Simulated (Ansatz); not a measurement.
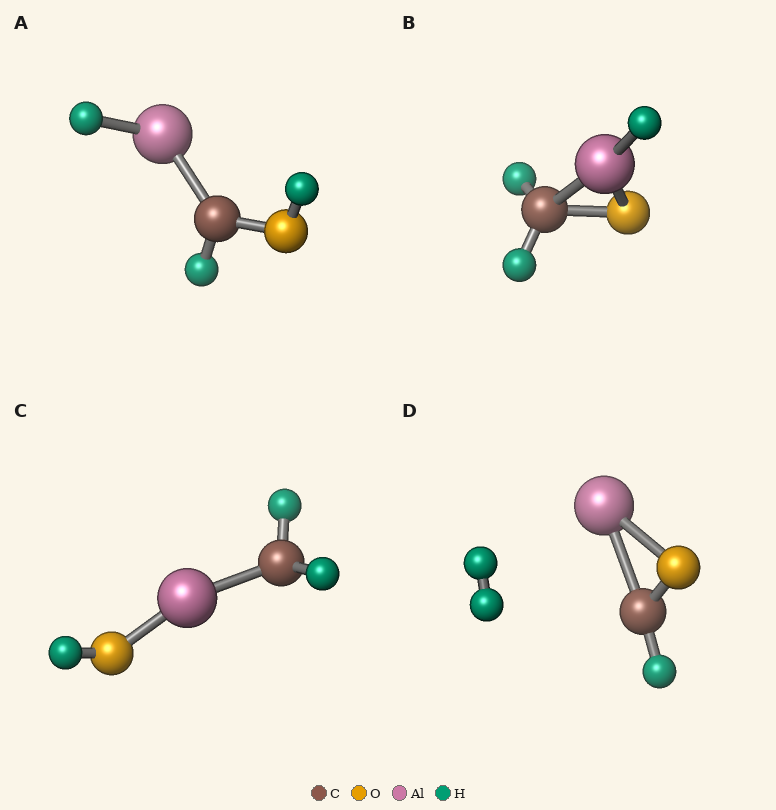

4 stationary structures of one formula. Geometries: PBE0-D4/def2-TZVP. Electronic energies: B3LYP-D4/def2-TZVPP (Ansatz 0.2.0), without zero-point energy. No frequency run is at hand to confirm each as a minimum.

Question: Which is lowest in energy, and by how much?

Answer: C is lowest (Cs); B lies 7.6 kcal/mol above it (Cs), D lies 33.7 kcal/mol above it (C1), A lies 48.6 kcal/mol above it (C1).
